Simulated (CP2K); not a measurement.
**One shape, several levels: triplet GeSiH3ClO**

Wanted: a comparison of 3 runs (UB3LYP/6-31G*, AM1, GFN1-xTB) of triplet GeSiH3ClO. 

Program for the calculation: CP2K 2026.2.

6 further runs of the same task are left out: 3 that didn't finish, 3 set aside as unsound or not needed.

**1. Starting point**

The species is GeSiH3ClO (7 atoms), meant as a triplet with charge 0. SMILES of the parent species: `Cl[SiH]1[O][GeH2]1`. The coordinates come from a PBE0-D4/def2-TZVP relaxation. That shape belongs to the parent species and isn't relaxed for this state.

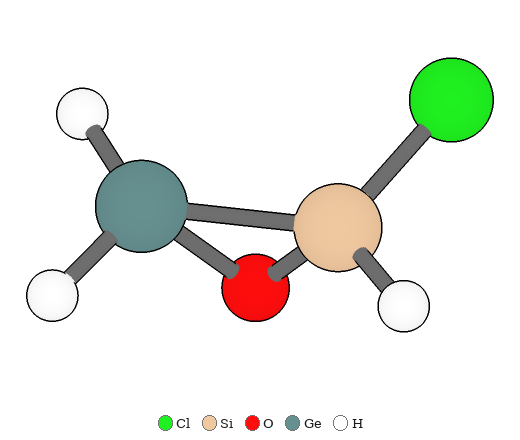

The structure, seen from a chosen angle (chlorine green, silicon light orange, oxygen red, germanium teal, hydrogen white).

**2. A single-point energy at UB3LYP/6-31G(d) (spherical functions) (run 1)**

gas.inp

```
&GLOBAL
   PROJECT_NAME gas
   RUN_TYPE ENERGY
   PRINT_LEVEL MEDIUM
&END GLOBAL

&FORCE_EVAL
   METHOD QS
   &DFT
      BASIS_SET_FILE_NAME ./6_31gs.basis
      POTENTIAL_FILE_NAME POTENTIAL
      CHARGE 0
      MULTIPLICITY 3
      LSD T
      ! Quickstep
      &QS
         METHOD GAPW
         EPS_DEFAULT 1.0E-10
      &END QS
      ! real-space grids
      &MGRID
         CUTOFF 280
         REL_CUTOFF 50
         NGRIDS 4
      &END MGRID
      &POISSON
         PERIODIC NONE
         POISSON_SOLVER MULTIPOLE
      &END POISSON
      &SCF
         SCF_GUESS ATOMIC
         EPS_SCF 1.0E-06
         MAX_SCF 60
         ADDED_MOS 3
         &DIAGONALIZATION
            ALGORITHM STANDARD
         &END DIAGONALIZATION
         &MIXING
            METHOD DIRECT_P_MIXING
            ALPHA 0.4
         &END MIXING
      &END SCF
      &XC
         &XC_FUNCTIONAL
            &HYB_GGA_XC_B3LYP
            &END HYB_GGA_XC_B3LYP
         &END XC_FUNCTIONAL
         ! exact exchange
         &HF
            FRACTION 0.2
            &SCREENING
               EPS_SCHWARZ 1.0E-10
               SCREEN_ON_INITIAL_P F
            &END SCREENING
            &INTERACTION_POTENTIAL
               POTENTIAL_TYPE COULOMB
            &END INTERACTION_POTENTIAL
            &MEMORY
               MAX_MEMORY 1050
            &END MEMORY
         &END HF
      &END XC
      &PRINT
         &MOMENTS
            PERIODIC F
            REFERENCE COM
            MAX_MOMENT 1
         &END MOMENTS
         &MO ON
            ENERGIES T
            OCCUPATION_NUMBERS T
            NDIGITS 6
            &EACH
               QS_SCF 0
            &END EACH
            ADD_LAST NUMERIC
         &END MO
         &LOWDIN ON
         &END LOWDIN
         &HIRSHFELD OFF
         &END HIRSHFELD
      &END PRINT
   &END DFT
   ! atoms, cell and kinds
   &SUBSYS
      &CELL
         ABC [angstrom] 9.9 11.8 9
         PERIODIC NONE
      &END CELL
      &COORD
         Cl     0.946700    -2.488800     0.655700
         Si    -0.269300    -1.038200    -0.101800
         O      0.399800     0.013200    -1.157400
         Ge     0.044800     1.152900     0.326900
         H     -1.538000    -1.691900    -0.484400
         H     -0.900200     2.274100    -0.128200
         H      1.377500     1.710600     0.843500
      &END COORD
      &TOPOLOGY
         &CENTER_COORDINATES
         &END CENTER_COORDINATES
      &END TOPOLOGY
      &KIND Cl
         BASIS_SET 6-31Gs
         POTENTIAL ALL
         LEBEDEV_GRID 194
         RADIAL_GRID 100
      &END KIND
      &KIND Si
         BASIS_SET 6-31Gs
         POTENTIAL ALL
         LEBEDEV_GRID 194
         RADIAL_GRID 100
      &END KIND
      &KIND O
         BASIS_SET 6-31Gs
         POTENTIAL ALL
         LEBEDEV_GRID 194
         RADIAL_GRID 100
      &END KIND
      &KIND Ge
         BASIS_SET 6-31Gs
         POTENTIAL ALL
         LEBEDEV_GRID 194
         RADIAL_GRID 100
      &END KIND
      &KIND H
         BASIS_SET 6-31Gs
         POTENTIAL ALL
         LEBEDEV_GRID 194
         RADIAL_GRID 100
      &END KIND
   &END SUBSYS
&END FORCE_EVAL
```

Launch:

```console
$ OMP_NUM_THREADS=1 cp2k.psmp gas.inp > gas.out
```

The log of the run:

```text
CP2K| version string:                                       CP2K version 2026.2
[...]
 GLOBAL| Method name                                                        CP2K
[...]
 GLOBAL| Run type                                                         ENERGY
[...]
 DFT| Spin unrestricted (spin-polarized) Kohn-Sham calculation               UKS
 DFT| Multiplicity                                                             3
[...]
 DFT| Charge                                                                   0
[...]
 FUNCTIONAL| HYB_GGA_XC_B3LYP:
[...]
 QS| Method:                                                                GAPW
[...]
 QS| Density cutoff [a.u.]:                                                140.0
[...]
 QS| Relative density cutoff [a.u.]:                                        25.0
[...]
                             - Atoms:                                          7
[...]
                             - Spherical basis functions:                     88
[...]
 Number of electrons:                                                         38
[...]
     1 P_Mix/Diag. 0.40E+00   17.8     0.34067167     -2904.1729181838 -2.90E+03
[...]
    20 DIIS/Diag.  0.17E-05    5.5     0.00000078     -2903.3911557207  1.00E-11
  *** SCF run converged in    20 steps ***
[...]
  Overlap energy of the core charge distribution:               0.00001073394372
  Self energy of the core charge distribution:               -936.57968459119354
  Core Hamiltonian energy:                                  -2135.86363969374452
  Hartree energy:                                             225.45958262702266
  Exchange-correlation energy:                                -22.66100987990542
  Hartree-Fock Exchange energy:                               -26.92822101221915
[...]
  Ideal and single determinant S**2 :                    2.000000       2.004350
[...]
  Dipole moment [Debye]
    X= -0.1177105E+01 Y=  0.4852315E+00 Z=  0.2493744E+00  Total=      1.2973876
 ENERGY| Total FORCE_EVAL ( QS ) energy [hartree]          -2903.391155720651113
[...]
```

Wall time 2 min (1 thread of Intel Xeon at 2.70GHz, shared host); peak memory 0.8 GiB.

**3. The energy at AM1 (run 2)**

qs.inp

```
&FORCE_EVAL
  METHOD Quickstep
  &DFT
    MULTIPLICITY 3
    UKS T
    &QS
      METHOD AM1
      EPS_DEFAULT 1.0E-10
      &SE
        &COULOMB
          CUTOFF [angstrom] 50
          RC_RANGE [angstrom] 0
        &END COULOMB
        &EXCHANGE
          CUTOFF [angstrom] 50
          RC_RANGE [angstrom] 0
        &END EXCHANGE
      &END SE
    &END QS
    &POISSON
      PERIODIC NONE
      POISSON_SOLVER ANALYTIC
    &END POISSON
    &SCF
      SCF_GUESS ATOMIC
      EPS_SCF 1.0E-07
      MAX_SCF 150
      ADDED_MOS 2
      &DIAGONALIZATION
        ALGORITHM STANDARD
      &END DIAGONALIZATION
      &MIXING
        METHOD DIRECT_P_MIXING
        ALPHA 0.4
      &END MIXING
    &END SCF
    &PRINT
      &MOMENTS
        PERIODIC F
        REFERENCE COM
        MAX_MOMENT 1
      &END MOMENTS
      &MO ON
        ENERGIES T
        OCCUPATION_NUMBERS T
        NDIGITS 6
        &EACH
          QS_SCF 0
        &END EACH
        ADD_LAST NUMERIC
      &END MO
      &HIRSHFELD OFF
      &END HIRSHFELD
    &END PRINT
  &END DFT
  &SUBSYS
    &CELL
      ABC 12.9 14.8 12
      PERIODIC NONE
    &END CELL
    &COORD
      SCALED T
      Cl   0.57960853   0.33909122   0.56772083
      Si   0.48534496   0.43710473   0.50459583
      O    0.53721318   0.50814527   0.41662917
      Ge   0.50969380   0.58515203   0.54032083
      H    0.38699612   0.39293581   0.47271250
      H    0.43643798   0.66090878   0.50239583
      H    0.61300388   0.62283446   0.58337083
    &END COORD
  &END SUBSYS
&END FORCE_EVAL

&GLOBAL
  PROJECT qs
  RUN_TYPE ENERGY
  PRINT_LEVEL MEDIUM
&END GLOBAL
```

Launch:

```console
$ OMP_NUM_THREADS=1 cp2k.psmp -i qs.inp > qs.out 2>&1
```

The log of the run:

```text
CP2K| version string:                                       CP2K version 2026.2
[...]
 GLOBAL| Method name                                                        CP2K
[...]
 GLOBAL| Run type                                                         ENERGY
[...]
                             - Atoms:                                          7
[...]
                             - Spherical basis functions:                     19
[...]
 Number of electrons:                                                         13
[...]
     1 P_Mix/Diag. 0.40E+00    0.0     0.37972059       -29.6720316837 -2.97E+01
[...]
    30 DIIS/Diag.  0.60E-07    0.0     0.00000005       -33.1188752644 -1.78E-13
  *** SCF run converged in    30 steps ***
  Core-core repulsion energy [eV]:                           1197.21635453498470
  Core Hamiltonian energy [eV]:                             -1468.94294154732393
  Two-electron integral energy [eV]:                        -1258.96768140941845
  Electronic energy [eV]:                                   -2098.42678225203326
  Total energy [eV]:                                         -901.21042771704845
  Atomic reference energy [eV]:                               899.39669381031854
  Heat of formation [kcal/mol]:                               -41.82570082432603
[...]
 SE_DIPOLE| Moment [Debye]          1.41342764      -2.13919871      -1.21731329
 SE_DIPOLE| Derivative [a.u.]       0.00000000       0.00000000       0.00000000
 ENERGY| Total FORCE_EVAL ( QS ) energy [hartree]            -33.118875264401936
[...]
```

Wall time 1.3 s (1 thread of Intel Xeon at 2.70GHz, shared host); peak memory 0.18 GiB.

**4. The energy at GFN1-xTB (run 3)**

calc.inp

```
&FORCE_EVAL
  METHOD QUICKSTEP
  &DFT
    MULTIPLICITY 3
    UKS T
    &QS
      METHOD XTB
      EPS_DEFAULT 1.0E-10
      &XTB
        GFN_TYPE 1
        CHECK_ATOMIC_CHARGES F
      &END XTB
    &END QS
    &POISSON
      PERIODIC NONE
      POISSON_SOLVER ANALYTIC
    &END POISSON
    &SCF
      SCF_GUESS ATOMIC
      EPS_SCF 1.0E-07
      MAX_SCF 40
      &OT
        MINIMIZER CG
        PRECONDITIONER FULL_SINGLE_INVERSE
      &END OT
      &OUTER_SCF
        EPS_SCF 1.0E-07
        MAX_SCF 10
      &END OUTER_SCF
    &END SCF
    &PRINT
      &MOMENTS
        PERIODIC F
        REFERENCE COM
        MAX_MOMENT 1
      &END MOMENTS
      &MO_CUBES
        NLUMO 3
        NHOMO -1
        WRITE_CUBE F
      &END MO_CUBES
      &HIRSHFELD OFF
      &END HIRSHFELD
    &END PRINT
  &END DFT
  &SUBSYS
    &CELL
      ABC 10.9 12.8 10
      PERIODIC NONE
    &END CELL
    &COORD
      UNIT bohr
      Cl     1.7890037    -4.7031504     1.2390934
      Si    -0.5089032    -1.9619137    -0.1923741
      O      0.7555125     0.0249444    -2.1871690
      Ge     0.0846597     2.1786652     0.6177515
      H     -2.9063988    -3.1972276    -0.9153833
      H     -1.7011315     4.2974262    -0.2422629
      H      2.6030977     3.2325655     1.5939840
    &END COORD
    &TOPOLOGY
      &CENTER_COORDINATES
      &END CENTER_COORDINATES
    &END TOPOLOGY
  &END SUBSYS
&END FORCE_EVAL

&GLOBAL
  PROJECT_NAME calc
  RUN_TYPE ENERGY
  PRINT_LEVEL MEDIUM
&END GLOBAL
```

Launch:

```console
$ OMP_NUM_THREADS=1 cp2k.psmp -i calc.inp -o calc.out
```

The log of the run:

```text
CP2K| version string:                                       CP2K version 2026.2
[...]
 GLOBAL| Method name                                                        CP2K
[...]
 GLOBAL| Run type                                                         ENERGY
[...]
                             - Atoms:                                          7
[...]
                             - Spherical basis functions:                     37
[...]
 Number of electrons:                                                         13
[...]
     1 OT CG       0.80E-01    0.1     0.10099171       -13.6787313364 -1.37E+01
[...]
     6 OT CG       0.14E+00    0.0     0.00000007       -14.0493222077 -1.54E-12
  *** SCF run converged in     6 steps ***
[...]
 TB_DIPOLE| Moment [Debye]         -1.58698450       0.57327858       2.44319009
 TB_DIPOLE| Derivative [a.u.]       0.00000000       0.00000000       0.00000000
[...]
 ENERGY| Total FORCE_EVAL ( QS ) energy [hartree]            -14.049322207689087
[...]
```

It took 3.3 s on 1 thread of Intel Xeon at 2.70GHz, shared host; peak memory 0.2 GiB.

**5. The series**

```
run                                level  scheme  SCF convergence threshold   energy (Eh)  dipole moment (D)  HOMO energy (eV)  wall time
  1  UB3LYP/6-31G* (spherical functions)    GAPW                      1e-06  -2903.391156               1.30             -3.43      2 min
  2                                  AM1       –                      1e-07    -33.118875               2.84             -9.06      1.3 s
  3                             GFN1-xTB       –                      1e-07    -14.049322               2.97             -6.57      3.3 s
```

**6. Summary of results**

```
                                        quantity         value
                             run 3: total energy  -14.04932 Eh
run 3: dipole moment (from atomic charges alone)        2.97 D
       run 3: HOMO energy (highest over α and β)      -6.57 eV
                        run 3: dispersion energy  -6.47 kJ/mol
```

The dipole moment (its size) runs from 1.30 D (UB3LYP/6-31G*) to 2.97 D (GFN1-xTB). The two ends differ in method and basis and Hamiltonian. Some of these are taken from atomic charges alone. Force-field and semi-empirical energies have zeros of their own, so their totals don't compare. All runs together took 2.1 min, the longest 2 min.
